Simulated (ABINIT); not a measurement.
# A GW chain in ABINIT: CsAuBr3 (I4/mmm), part 3 of 3

Wanted: ground state, empty states, screening and self-energy for CsAuBr3 (I4/mmm).

ABINIT 10.8.3; LDA and many-body steps on it, plane waves. Known limits of the many-body steps: not at the basis limit; d shell near the gap, gap tends to lie low; no spin-orbit coupling; coarse k mesh.

So far. Step 4 (Empty states on the mesh, 2×2×2 mesh, 255 bands): On this mesh the gap is 0.950 eV. The earlier step found 0.894 eV, so this mesh misses an edge. Step 5 (Screening, 2×2×2 mesh, 233 bands, screening to 89.8 eV): Local fields lower ε∞ by 17 %. On a Γ-centred mesh this coarse the value itself is usually too large, while a short band sum pulls it down.

## (6) Self-energy, 2×2×2 mesh, 233 bands, screening to 89.8 eV

The self-energy is evaluated for the states that the input lists, and the levels follow from it, in one-shot runs by the linearised quasiparticle equation.

This step: G0W0 on LDA, plane waves, norm-conserving pseudopotentials.

run.abi reads:

```
acell 3*1.0 Angstrom
rprim 
  -3.879600000000 3.879600000000 5.653950000000
  3.879600000000 -3.879600000000 5.653950000000
  3.879600000000 3.879600000000 -5.653950000000
ntypat 3
znucl 55 79 35
natom 10
typat 1 1 2 2 3 3 3 3 3 3
xred 
  0.750000000000 0.250000000000 0.500000000000
  0.250000000000 0.750000000000 0.500000000000
  0.000000000000 0.000000000000 0.000000000000
  0.500000000000 0.500000000000 0.000000000000
  0.222000000000 0.222000000000 0.444000000000
  0.222000000000 0.778000000000 0.000000000000
  0.778000000000 0.778000000000 0.556000000000
  0.778000000000 0.222000000000 0.000000000000
  0.712200000000 0.712200000000 0.000000000000
  0.287800000000 0.287800000000 0.000000000000
pp_dirpath "pseudos"
pseudos "Cs.upf, Au.upf, Br.upf"
ecut 28
ngkpt 2 2 2
nshiftk 1
shiftk 0 0 0
kptopt 1
chksymbreak 0
istwfk *1
occopt 1
irdwfk 1
optdriver 4
nband 233
gwcalctyp 0
ecutsigx 28
symsigma 1
nkptgw 2
kptgw 
  0.5000000000 0.0000000000 0.0000000000
  0.0000000000 0.0000000000 0.0000000000
bdgw 
  48 51
  48 51
ecuteps 3.3
irdscr 1
ppmodel 1
indata_prefix "in"
outdata_prefix "out"
tmpdata_prefix "tmp"
```

Launch:

```bash
> OMP_NUM_THREADS=1 mpirun -n 4 abinit run.abi > log
```

Numbers of over 12 decimals in the logs are rounded to 6 here.

Output:

```text
.Version 10.8.3 of ABINIT. v10.8.2 released Aug 2026.

 Symmetries : space group I4/m m m (#139); Bravais tI (body-center tetrag.)
[... echo of the input left out ...]
== DATASET  1 ==================================================================
-   mpi_nproc: 4, omp_nthreads: 1 (-1 if OMP is not activated)

--- !DatasetInfo
iteration_state: {dtset: 1, }
dimensions: {natom: 10, nkpt: 4, mband: 233, nsppol: 1, nspinor: 1, nspden: 1, mpw: 16300, }
cutoff_energies: {ecut:  28.0, pawecutdg:  -1.0, }
electrons: {nelect:   9.80000000E+01, charge:   0.00000000E+00, occopt:   1.00000000E+00, tsmear:   1.00000000E-02, }

 SIGMA: Calculation of the GW corrections

 Based on a program developped by R.W. Godby, V. Olevano, G. Onida, and L. Reining.
 Incorporated in ABINIT by V. Olevano, G.-M. Rignanese, and M. Torrent.
.Using double precision arithmetic ; gwpc =  8

[... cell and pseudopotentials left out ...]
--------------------------------------------------------------------------------

 ==== K-mesh for the wavefunctions ====
 Number of points in the irreducible wedge :     4
[... list of points left out ...]
 Together with 16 symmetry operations and time-reversal symmetry
 yields     8 points in the full Brillouin Zone.

 ==== Q-mesh for screening function ====
 Number of points in the irreducible wedge :     4
[... list of points left out ...]
 Together with 16 symmetry operations and time-reversal symmetry
 yields     8 points in the full Brillouin Zone.

 vcoul_init : cutoff-mode = AUXILIARY_FUNCTION
 q-points for optical limit:   1
     1)      0.000010    0.000020    0.000030
 setmesh: FFT mesh size selected  =   120x  120x  120
          total number of points  =      1728000

 Number of electrons calculated from density =   98.0000; Expected =   98.0000
 average of density, n =  0.042662
 r_s =    1.7754
 omega_plasma =   19.9240 [eV]

 === KS Band Gaps ===
  >>>> For spin  1
   Minimum direct gap =   0.9500 [eV], located at k-point      :   0.5000  0.0000  0.0000
   Fundamental gap    =   0.9500 [eV], Top of valence bands at :   0.5000  0.0000  0.0000
                                       Bottom of conduction at :   0.5000  0.0000  0.0000
 SIGMA fundamental parameters:
 PLASMON POLE MODEL  1
 number of plane-waves for SigmaX                16297
 number of plane-waves for SigmaC and W            641
 number of plane-waves for wavefunctions         16297
 number of bands                                   233
 number of independent spin polarizations            1
 number of spinorial components                      1
 number of k-points in IBZ                           4
 number of q-points in IBZ                           4
 number of symmetry operations                      16
 number of k-points in BZ                            8
 number of q-points in BZ                            8
 number of frequencies for dSigma/dE                 9
 frequency step for dSigma/dE [eV]                0.25
 number of omega for Sigma on real axis              0
 max omega for Sigma on real axis  [eV]           0.00
 zcut for avoiding poles [eV]                     0.10

 EPSILON^-1 parameters (SCR file):
 dimension of the eps^-1 matrix on file            641
 dimension of the eps^-1 matrix used               641
 number of plane-waves for wavefunctions         16297
 number of bands                                   233
 number of q-points in IBZ                           4
 number of frequencies                               2
 number of real frequencies                          1
 number of imag frequencies                          1

 matrix elements of self-energy operator (all in [eV])

 Perturbative Calculation

--- !SelfEnergy_ee
iteration_state: {dtset: 1, }
kpoint     : [   0.500,    0.000,    0.000, ]
spin       : 1
KS_gap     :    0.950
QP_gap     :    1.696
Delta_QP_KS:    0.746
data: !SigmaeeData |
     Band     E0 <VxcDFT>   SigX SigC(E0)      Z dSigC/dE  Sig(E)    E-E0       E
       48   1.429 -15.325 -18.836   3.452   0.743  -0.345 -15.368  -0.044   1.386
       49   1.889 -16.374 -18.623   2.680   0.779  -0.284 -16.038   0.336   2.225
       50   2.839 -16.176 -13.583  -1.212   0.783  -0.277 -15.095   1.081   3.921
       51   5.551 -12.920  -8.471  -2.860   0.807  -0.240 -11.638   1.282   6.833

--- !SelfEnergy_ee
iteration_state: {dtset: 1, }
kpoint     : [   0.000,    0.000,    0.000, ]
spin       : 1
KS_gap     :    2.153
QP_gap     :    3.477
Delta_QP_KS:    1.325
data: !SigmaeeData |
     Band     E0 <VxcDFT>   SigX SigC(E0)      Z dSigC/dE  Sig(E)    E-E0       E
       48   1.569 -14.464 -17.937   3.311   0.764  -0.310 -14.588  -0.124   1.445
       49   1.569 -14.464 -17.937   3.311   0.764  -0.310 -14.588  -0.124   1.445
       50   3.722 -17.770 -15.016  -1.257   0.802  -0.246 -16.569   1.201   4.923
       51   4.837 -14.850 -11.061  -2.206   0.795  -0.258 -13.592   1.257   6.094

== END DATASET(S) ==============================================================
================================================================================

 -outvars: echo values of variables after computation  --------
           etotal      0.0000000000E+00
            nband         233
             nkpt           4
          spgroup         139
 [... the other variables as echoed above ...]

 Calculation completed.
```

Elapsed: 87 s, on 4 MPI ranks of Arm Neoverse V1, shared host; peak memory 8.3 GiB; 5.8 min of CPU time.

This step gave:

- G0W0 gap on the points computed: 1.696 eV
- starting gap on the mesh: 0.9502 eV
- k of the valence top: 0.5, 0, 0
- k of the conduction bottom: 0.5, 0, 0
- Z at the valence top: 0.779
- Z at the conduction bottom: 0.783
- least direct G0W0 gap on the computed points: 1.696 eV

The gap on the mesh goes from 0.95 eV to 1.70 eV, a correction of +0.75 eV. The start differs from the 0.89 eV found before because the two sample other k points.

Limits: finite bands, cutoff and mesh; d shell near the gap, gap tends to lie low; no spin-orbit coupling; coarse k mesh. v1 is the top filled band, c1 the lowest empty one. The levels before and after the correction (eV, zero at the valence-band top of each column):

```
           conduction bottom  valence top
Kohn-Sham               0.95         0.00
     G0W0               1.70         0.00
```

```
                  level  energy (eV)
Kohn-Sham  (0.5 0 0) v2       -0.460
Kohn-Sham  (0.5 0 0) v1        0.000
Kohn-Sham  (0.5 0 0) c1        0.950
Kohn-Sham  (0.5 0 0) c2        3.662
     G0W0  (0.5 0 0) v2       -0.839
     G0W0  (0.5 0 0) v1        0.000
     G0W0  (0.5 0 0) c1        1.696
     G0W0  (0.5 0 0) c2        4.608
```

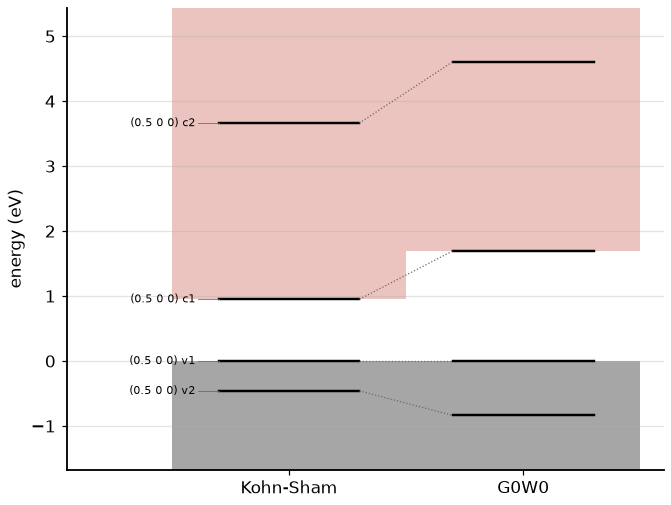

Levels before and after the correction. Shaded: valence and conduction bands.

## (7) Where the time went

Times are wall times on 4 MPI ranks of Arm Neoverse V1, shared host, good to a factor of about two.

```
                          step     time  share  memory (GiB)
                  ground state  5.6 min   20 %          0.78
bands along the symmetry lines  6.7 min   24 %          0.86
      empty states on the mesh  5.2 min   18 %          0.72
                     screening  9.2 min   33 %            11
                   self-energy     87 s    5 %           8.3
```

## (8) Summary of results

| Quantity | Value |
| --- | --- |
| LDA gap | 0.88 eV, direct |
| G0W0 gap on the mesh | 1.70 eV |
| G0W0 gap over the zone (rigid shift) | 1.63 eV |
| GW settings | 2×2×2 mesh, 233 bands, screening to 89.8 eV, Godby-Needs plasmon pole |
| known limits | not at the basis limit; d shell near the gap, gap tends to lie low; no spin-orbit coupling; coarse k mesh |

What this shows: G0W0 moves the gap on the mesh from 0.95 eV to 1.70 eV (+0.75 eV), with Z of 0.78 and 0.78 at the edges. The mesh misses the band edges by 0.07 eV in all; a rigid shift gives 1.63 eV for the zone. Local fields lower the RPA ε∞ on this mesh from 25.75 to 21.26; a Γ-centred mesh this coarse tends to raise both, most where the direct gap is narrow, while a short band sum lowers them. Only 2 of the mesh's irreducible points were corrected, so a valley elsewhere could overtake. Bands and cutoff are finite, so the gap is not at the basis limit. The miss can reach some tenths of an eV and take either sign; the mesh is an error of its own. In the G0W0 run levels were corrected at 2 k points alone, so a gap called «on the mesh» is the least over those, and an edge elsewhere would be missed. A denser mesh or path gives a starting gap of 0.88 eV: the GW mesh misses a band edge, so its gaps are not the fundamental one. The 2×2×2 mesh is coarse for this cell, which bears on the long-range parts of exchange and screening. A d shell, filled or nearly so, lies near the gap. One-shot GW converges very slowly in bands there, not always from below, and on a semilocal start the gap tends to come out low; starts rich in exact exchange can overshoot instead. The many-body steps are scalar-relativistic: spin-orbit coupling is not in them.

[Paths, hosts, dates, memory and timing lines, banners, echoed tables and standing remarks are left out of the program output.]

[Logs are printed without paths, hosts, clocks, repeated set-up lines and the standing remarks that a program may print on its own settings, such as how far it seeks lower states.]

[Runs of the session that timed out or met a known fault of the program may be left out.]

[Hosts, paths, dates, database ids (printed as entryN), source tags and the programs' standing remarks are cut or masked in the printed files.]

[G0W0 gaps are taken among the corrected bands and points alone; a level outside them can change the order at an edge.]

[Where Ansatz stands beside ABINIT at settings called matched, ABINIT's density can come from a denser mesh and the files from another edition; pairs whose starting gaps differed by over 0.03 eV were left out, so agreement reads better than it is.]
